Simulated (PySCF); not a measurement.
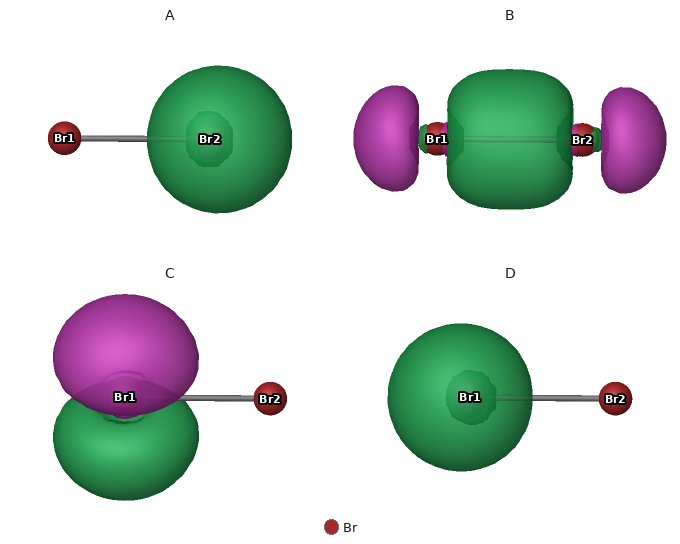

Figure 1: Br2, SMILES `BrBr`. Pipek–Mezey orbitals, occupied; each surface holds about 80 % of the orbital's density. Energies are diagonal elements of the Fock matrix.

Level of theory: TPSS/6-311G** (PySCF), at a geometry from GFN2-xTB. No frequency check shows the geometry to be a minimum. GFN2-xTB bond lengths at metals and heavier atoms can be off by up to 0.1 Å and shapes distorted, which carries into these values.

Input

```python
import numpy as np
from pyscf import gto, scf, dft, lo
from pyscf.data.elements import chemcore

def solve(mol, dm0=None, hcore=None):
    mf = (dft.UKS if mol.spin else dft.RKS)(mol, xc='tpss')
    mf.grids.level = 3
    mf = mf.density_fit(auxbasis='def2-universal-jkfit')
    mf.conv_tol, mf.max_cycle = 1e-8, 80
    if hcore is not None:
        mf.get_hcore = lambda *args: hcore
    mf.kernel(dm0)
    if not mf.converged:
        mf = mf.newton().run(mf.mo_coeff, mf.mo_occ, max_cycle=30)
    assert mf.converged, 'SCF not converged'
    return mf

mol = gto.M(atom='''
Br     1.14071     0.00000     0.00000
Br    -1.14071     0.00000     0.00000
''', basis='6-311g**', charge=0, spin=0, verbose=4)
mf = solve(mol)
occ_all = mf.mo_coeff[:, mf.mo_occ > 0]
occ = occ_all[:, chemcore(mol):]
pm = lo.PM(mol, occ, pop_method='meta_lowdin')
loc = pm.kernel()
for _ in range(5):
    new, stable = pm.stability_jacobi(return_status=True)
    if stable:
        break
    loc = pm.kernel(new)
fock, s = mf.get_fock(), mf.get_ovlp()
ortho = lo.orth_ao(mol, 'meta_lowdin')
labels = mol.ao_labels(fmt=None)
vir = loc[:, :0]
both = np.hstack([loc, vir])
p = (ortho.T @ s @ both) ** 2
pop = np.array([p[[l[0] == a for l in labels]].sum(0) for a in range(mol.natm)])
spd = np.array([[p[[l[0] == a and l[2][-1] == k for l in labels]].sum(0) for k in 'spd'] for a in range(mol.natm)])
eps = np.einsum('pi,pq,qi->i', both, fock, both)
for i in np.argsort(eps):
    top = np.argsort(-pop[:, i])[:3]
    print('%3d %s %9.4f Eh ' % (i + 1, 'occ' if i < loc.shape[1] else 'vir', eps[i]), '  '.join('%s%d %.3f' % (mol.atom_symbol(a), a + 1, pop[a, i]) for a in top))
np.savez('result.npz', c=both, nocc=loc.shape[1], pop=pop, spd=spd, eps=eps, e=mf.e_tot)
```

Run with:

```sh
OMP_NUM_THREADS=1 python input.py
```

The run took 7.4 s on 1 thread of Arm Neoverse V2 (shared host), peak memory 0.29 GiB.

**What does each orbital represent in a Lewis picture?**

By panel:
- A: lone pair on Br2 (s-type) (Br2 100 %; −19.5 eV)
- B: σ bond Br1–Br2 (Br1 50 %, Br2 50 %; −13.2 eV)
- C: lone pair on Br1 (p-type) (Br1 100 %; −8.0 eV)
- D: lone pair on Br1 (s-type) (Br1 100 %; −19.3 eV)
